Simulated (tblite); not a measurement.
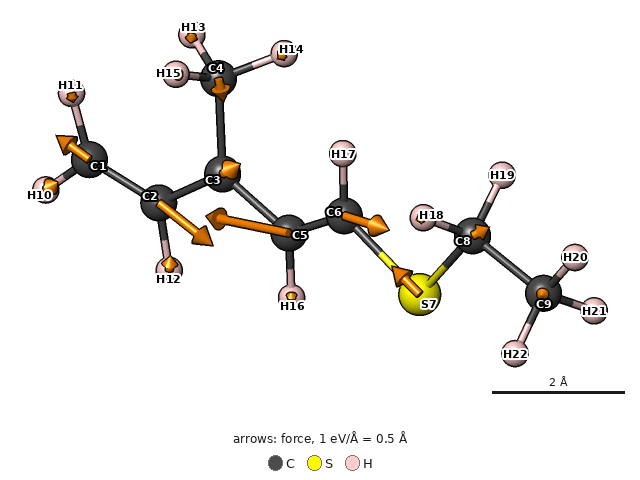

Starting geometry of C8H13S (charge +1) with the computed forces as orange arrows. The picture is a ball-and-stick view, seen from a free direction.

The calculation used tblite 0.8.0, GFN2-xTB geometry optimisation, gas phase. 

Q: Is this structure relaxed? If not, where do the atoms go?

A: It isn't relaxed: the largest force vector, on C5, is 3.48 eV/Å. The final displacements have little in common with the starting forces (cosine between the two patterns 0.10). Over 110 geometry steps the energy falls by 6.44 kcal/mol. The atom that moves furthest after the best rigid fit is H14 (0.71 Å). Largest moves by element: H 0.71 Å, C 0.14 Å, S 0.09 Å. Among the contacts that change: C3–C5 1.452 → 1.389 Å, C6–S7 1.738 → 1.679 Å, C3–C4 1.525 → 1.480 Å, C5–C6 1.344 → 1.384 Å. Among the angles between lasting bonds that change: C2–C3–C5 122.1° → 117.1°, C4–C3–C5 119.6° → 123.6°, C1–C2–C3 128.4° → 125.3°. Groups turn about C3–C4 by about 30°.
